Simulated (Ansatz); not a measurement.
Electronic density of states of amorphous Si$_{24}$O$_{51}$Y$_{2}$, density 2.38 g/cm³, on a 2×2×2 Γ-centred mesh with a Gaussian width of 0.1 eV; energies count from the Fermi level, whose place inside the gap is arbitrary. Cell and mesh are small, so fine structure isn't converged. Method: PBE, scalar-relativistic without spin-orbit coupling (plane waves to 420 eV, PAW; Ansatz, an electronic-structure program). Sampling: a 2×2×2 Γ-centred mesh; Fermi-Dirac width 0.02 eV; no spin polarisation. At PBE the levels at the filled edge of the gap are localised (band-tail or defect states), and the nearest spread-out levels lie 4.9 eV apart at the zone centre.

A CHGNet melt-quench gave the starting glass, which DFT then relaxed. O atoms were pushed apart under 1.9 Å during the dynamics, to hinder bonds among them. The hot cell started wider than the set density and was brought back towards it in steps. It is the lowest in DFT energy of 2 quenches. It is a model cell: composition and starting density were chosen by hand, and all elements were melted together. No dispersion term was used. Its density started from a set value of 2.38 and ended at 2.38 g/cm³. Cooling (nominally 320 K/ps over its main leg) ran many orders faster than in experiment, which tends to leave more defects and strain. A cell of this size samples the disorder only roughly. The volume was held where the preparation left it, at a PBE pressure of -1.8 GPa (tension). Stress components on the final sampling reach 3.2 GPa.

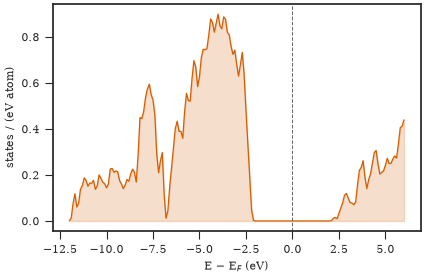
Figure: Density of states per atom

The level gap on this mesh is 4.56 eV; the broadening fills part of it in the curve.
